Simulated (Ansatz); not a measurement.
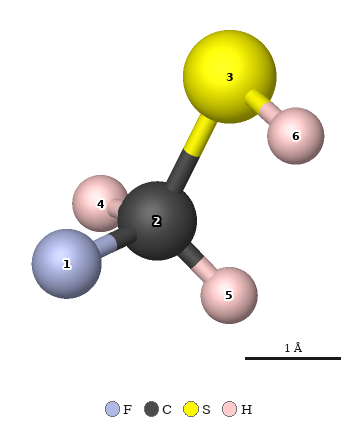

Figure 1. The input geometry (ball-and-stick view, seen at a tilt; atoms are numbered from 1 in the order of the input).

Geometry relaxation, with input and output: CH$_{3}$FS

System: CH$_{3}$FS, SMILES FCS.
Method: RKS PBE0-D4/def2-mTZVP (Ansatz 0.2.0).

It belongs to a series of runs on one base structure; here: end point B relaxed. Figures and captions count atoms from 1; the log counts them from 0 in places.

### Log
```
The last accepted step is kept in [file] (removed where the run ends without a failure and the disk answers)
Engine: ansatz 0.2.0, x86_64-unknown-linux-gnu
Functional definition: PBE0
  parameter a = 0.25
  parameter kappa = 0.804
  parameter beta = 0.06672455060314922
  exchange = (1 - a)*pbe_x(kappa = kappa, mu = beta*pi^2/3) + a*exact_x
  correlation = pbe_c(beta = beta)
673 factors; integrals over basis functions are off by at most 5.3e-4 eV
mean field evaluation 1: about -14629.9812 eV, gradient 2.8e1 eV
mean field evaluation 2: about -14629.4653 eV, gradient 3.4e1 eV
mean field evaluation 4: about -14631.5411 eV, gradient 1.4e0 eV
mean field evaluation 8: about -14631.5899 eV, gradient 3.9e-2 eV
mean field -14631.58986223 eV, -537.7010097890 hartree, gradient 2.1e-5 eV, S^2 0.000000; 0 other end points of the search recorded, 0 dependent functions left out
the calculation of the forces begins
reference -14631.58988388 eV, -537.7010105849 hartree; 17, 17 occupied and 52, 52 virtual orbitals, 673 factors
relax step   1: F+E_penalty+E_count = -14631.65435658 eV  Δ(F+E_penalty+E_count) = +0.000e0 eV  max|allowed force component| = 1.413e0 eV/Å  Δτ_max = 0.0000 Å  (24 SCF iters, accepted)
these checks for a lower state are left out or cut short: starts, cluster_reference, orbital_swaps, neighbouring_geometries, increment
673 factors; integrals over basis functions are off by at most 5.2e-4 eV
mean field evaluation 16: about -14631.6160 eV, gradient 3.1e0 eV
mean field -14631.69235118 eV, -537.7047761886 hartree, gradient 2.5e-5 eV, S^2 0.000000; 0 other end points of the search recorded, 0 dependent functions left out
the calculation of the forces begins
reference -14631.69237279 eV, -537.7047769828 hartree; 17, 17 occupied and 52, 52 virtual orbitals, 673 factors
relax step   2: F+E_penalty+E_count = -14631.75679646 eV  Δ(F+E_penalty+E_count) = -1.024e-1 eV  max|allowed force component| = 4.561e-1 eV/Å  Δτ_max = 0.0908 Å  (29 SCF iters, accepted)
these checks for a lower state are left out or cut short: starts, cluster_reference, orbital_swaps, neighbouring_geometries, increment
673 factors; integrals over basis functions are off by at most 5.2e-4 eV
mean field -14631.70076481 eV, -537.7050853837 hartree, gradient 2.5e-5 eV, S^2 0.000000; 0 other end points of the search recorded, 0 dependent functions left out
the calculation of the forces begins
reference -14631.70078629 eV, -537.7050861731 hartree; 17, 17 occupied and 52, 52 virtual orbitals, 673 factors
relax step   3: F+E_penalty+E_count = -14631.76514665 eV  Δ(F+E_penalty+E_count) = -8.350e-3 eV  max|allowed force component| = 1.239e-1 eV/Å  Δτ_max = 0.0284 Å  (29 SCF iters, accepted)
these checks for a lower state are left out or cut short: starts, cluster_reference, orbital_swaps, neighbouring_geometries, increment
673 factors; integrals over basis functions are off by at most 5.2e-4 eV
mean field evaluation 32: about -14631.7013 eV, gradient 9.7e-4 eV
mean field -14631.70132955 eV, -537.7051061377 hartree, gradient 1.1e-5 eV, S^2 0.000000; 0 other end points of the search recorded, 0 dependent functions left out
the calculation of the forces begins
reference -14631.70135104 eV, -537.7051069274 hartree; 17, 17 occupied and 52, 52 virtual orbitals, 673 factors
relax step   4: F+E_penalty+E_count = -14631.76572246 eV  Δ(F+E_penalty+E_count) = -5.758e-4 eV  max|allowed force component| = 5.418e-2 eV/Å  Δτ_max = 0.0118 Å  (24 SCF iters, accepted)
these checks for a lower state are left out or cut short: starts, cluster_reference, orbital_swaps, neighbouring_geometries, increment
673 factors; integrals over basis functions are off by at most 5.2e-4 eV
mean field -14631.70142950 eV, -537.7051098106 hartree, gradient 1.7e-5 eV, S^2 0.000000; 0 other end points of the search recorded, 0 dependent functions left out
the calculation of the forces begins
reference -14631.70145098 eV, -537.7051106001 hartree; 17, 17 occupied and 52, 52 virtual orbitals, 673 factors
relax step   5: F+E_penalty+E_count = -14631.76581869 eV  Δ(F+E_penalty+E_count) = -9.623e-5 eV  max|allowed force component| = 3.215e-2 eV/Å  Δτ_max = 0.0029 Å  (23 SCF iters, accepted)
these checks for a lower state are left out or cut short: starts, cluster_reference, orbital_swaps, neighbouring_geometries, increment
673 factors; integrals over basis functions are off by at most 5.2e-4 eV
mean field -14631.70145425 eV, -537.7051107204 hartree, gradient 1.3e-5 eV, S^2 0.000000; 0 other end points of the search recorded, 0 dependent functions left out
the calculation of the forces begins
reference -14631.70147573 eV, -537.7051115097 hartree; 17, 17 occupied and 52, 52 virtual orbitals, 673 factors
relax step   6: F+E_penalty+E_count = -14631.76584276 eV  Δ(F+E_penalty+E_count) = -2.407e-5 eV  max|allowed force component| = 4.856e-3 eV/Å  Δτ_max = 0.0016 Å  (23 SCF iters, accepted)
```

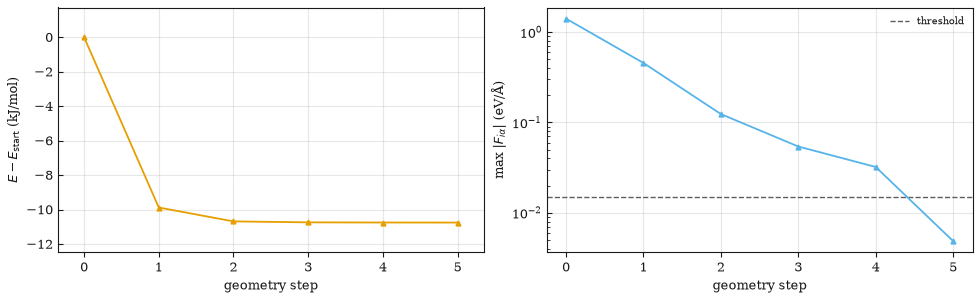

Figure 2. Progress of the relaxation, step by step (the first geometry is step 0 here and step 1 in the log).

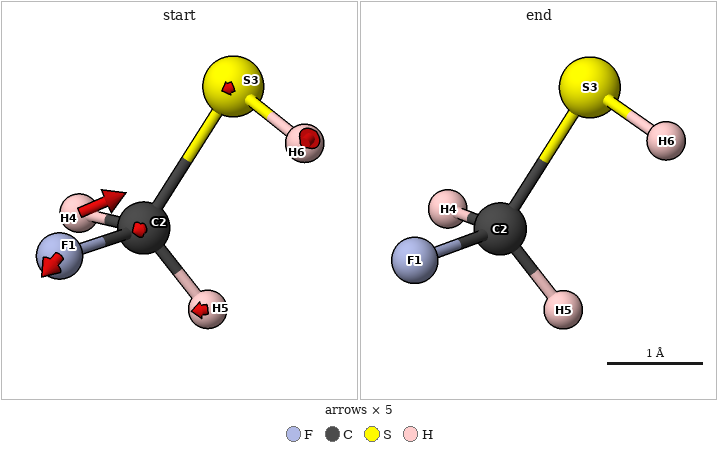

Figure 3. Before (left) and after (right) the relaxation, at one scale (ball-and-stick view, seen at a tilt). The red arrows give the displacements, magnified 5 times. After 5 geometry steps the energy has fallen by 10.8 kJ/mol. The largest force component goes from 1.4 to 0.0049 eV/Å. The largest move after the best rigid fit is that of H4, 0.11 Å. By element the largest moves are H 0.11 Å, F 0.07 Å, C 0.03 Å, S 0.03 Å. Among the contacts that change: C2–H4 1.133 → 1.091 Å, S3–H6 1.377 → 1.352 Å, F1–C2 1.358 → 1.378 Å, C2–H5 1.098 → 1.090 Å. Among the angles that change: F1–C2–H4 102.1° → 108.6°, S3–C2–H4 111.7° → 106.3°, H4–C2–H5 112.2° → 110.0°. (Atoms are counted from 1 in the order of the input.)

```
673 factors; integrals over basis functions are off by at most 5.2e-4 eV
mean field -14631.70145425 eV, -537.7051107204 hartree, gradient 1.3e-5 eV, S^2 0.000000; 1 other end points of the search recorded, 0 dependent functions left out
the calculation of the forces begins
reference -14631.70147573 eV, -537.7051115097 hartree; 17, 17 occupied and 52, 52 virtual orbitals, 673 factors
Total energy: -14631.76586424 eV, -537.7074777435 hartree
Atom 0 at     0.732143     0.156700    -1.267483 Å, force     0.000460     0.001591    -0.000090 eV/Å
Atom 1 at    -0.040971    -0.415986    -0.281328 Å, force     0.001079    -0.003180    -0.004470 eV/Å
Atom 2 at    -0.785496     0.797086     0.823524 Å, force    -0.003957     0.004856    -0.000182 eV/Å
Atom 3 at     0.598275    -1.044554     0.339834 Å, force     0.001562    -0.001340     0.002514 eV/Å
Atom 4 at    -0.806223    -1.023413    -0.763717 Å, force    -0.001486    -0.000816    -0.000562 eV/Å
Atom 5 at    -1.722957     1.235747    -0.046549 Å, force     0.002342    -0.001112     0.002790 eV/Å
Dipole moment:    -0.264631    -0.246262     0.006423 e Å
```

### Trajectory as extended XYZ (Å, eV, eV/Å), 6 frames, from step=1 to step=6
```
6
Properties=species:S:1:pos:R:3:forces:R:3 step=1 energy=-14631.65436
F     0.7018    0.1659   -1.2105    0.2678   0.5613  -1.0054
C    -0.0637   -0.4261   -0.2576    0.8557  -0.9304   0.6092
S    -0.8095    0.8007    0.8376   -0.3265   0.0128  -0.2388
H     0.6917   -1.0714    0.2880   -1.4128   0.5342   0.0073
H    -0.8411   -1.0244   -0.7513    0.2468   0.0334   0.1947
H    -1.7044    1.2609   -0.1019    0.3690  -0.2114   0.4331
6
Properties=species:S:1:pos:R:3:forces:R:3 step=2 energy=-14631.75680
F     0.7191    0.1691   -1.2622    0.0079   0.0610  -0.1259
C    -0.0450   -0.4125   -0.2817    0.2768  -0.4495   0.4561
S    -0.7945    0.7890    0.8369   -0.1346   0.0497  -0.2674
H     0.6163   -1.0528    0.3350   -0.3638   0.3024  -0.2534
H    -0.8170   -1.0251   -0.7528    0.0995   0.0612  -0.0291
H    -1.7041    1.2379   -0.0710    0.1142  -0.0248   0.2198
6
Properties=species:S:1:pos:R:3:forces:R:3 step=3 energy=-14631.76515
F     0.7255    0.1612   -1.2678    0.0445   0.0017  -0.0325
C    -0.0384   -0.4184   -0.2822   -0.1239   0.0111   0.0406
S    -0.7928    0.7907    0.8247    0.0192   0.0028   0.0063
H     0.6016   -1.0461    0.3385    0.0297   0.0213   0.0164
H    -0.8025   -1.0313   -0.7594    0.0006   0.0054  -0.0330
H    -1.7186    1.2495   -0.0495    0.0299  -0.0423   0.0021
6
Properties=species:S:1:pos:R:3:forces:R:3 step=4 energy=-14631.76572
F     0.7293    0.1586   -1.2672    0.0248   0.0100  -0.0307
C    -0.0408   -0.4165   -0.2825   -0.0467   0.0041   0.0542
S    -0.7870    0.7955    0.8254    0.0004  -0.0132  -0.0288
H     0.5980   -1.0433    0.3400    0.0250  -0.0140   0.0036
H    -0.8055   -1.0264   -0.7630   -0.0009   0.0097  -0.0066
H    -1.7193    1.2378   -0.0483   -0.0026   0.0034   0.0082
6
Properties=species:S:1:pos:R:3:forces:R:3 step=5 energy=-14631.76582
F     0.7311    0.1574   -1.2673    0.0121   0.0051  -0.0148
C    -0.0407   -0.4164   -0.2820   -0.0198   0.0015   0.0321
S    -0.7862    0.7968    0.8243    0.0054  -0.0106  -0.0127
H     0.5984   -1.0442    0.3401    0.0035  -0.0013  -0.0043
H    -0.8062   -1.0244   -0.7636    0.0021   0.0029  -0.0015
H    -1.7216    1.2364   -0.0472   -0.0032   0.0024   0.0012
6
Properties=species:S:1:pos:R:3:forces:R:3 step=6 energy=-14631.76584
F     0.7321    0.1567   -1.2675    0.0005   0.0016  -0.0001
C    -0.0410   -0.4160   -0.2813    0.0011  -0.0032  -0.0045
S    -0.7855    0.7971    0.8235   -0.0040   0.0049  -0.0002
H     0.5983   -1.0446    0.3398    0.0016  -0.0013   0.0025
H    -0.8062   -1.0234   -0.7637   -0.0015  -0.0008  -0.0006
H    -1.7230    1.2357   -0.0465    0.0023  -0.0011   0.0028
```

The run was set up as follows.

### Input file
```yaml
crystal:
  periodic: [false, false, false]
  atoms:
    - { symbol: F, position_ang: [0.7018, 0.1659, -1.2105] }
    - { symbol: C, position_ang: [-0.0637, -0.4261, -0.2576] }
    - { symbol: S, position_ang: [-0.8095, 0.8007, 0.8376] }
    - { symbol: H, position_ang: [0.6917, -1.0714, 0.288] }
    - { symbol: H, position_ang: [-0.8411, -1.0244, -0.7513] }
    - { symbol: H, position_ang: [-1.70443, 1.26088, -0.10192] }
basis:
  gaussian: { orbitals: def2-mTZVP }
hamiltonian:
  xc: pbe0
  dispersion: d4
relax:
  f_tol: 0.015
  max_steps: 40
```

Launch command:
```bash
ansatz run input.yaml --threads 1 --pin off --max-ram 2048MiB --backend cpu --events-out ev --progress --plain --runs-dir out
```

### Key numbers

| quantity | value |
| --- | --- |
| outcome | converged |
| total energy | −14631.7659 eV |
| mean-field energy | −14631.7015 eV |
| largest force (length of the vector) at the end | 0.006 eV/Å |
| hardware | 1 thread of Intel Xeon (Granite Rapids), 128 GiB of memory available, shared host |
| wall time | 8.9 s |
| peak memory | 0.15 GiB |
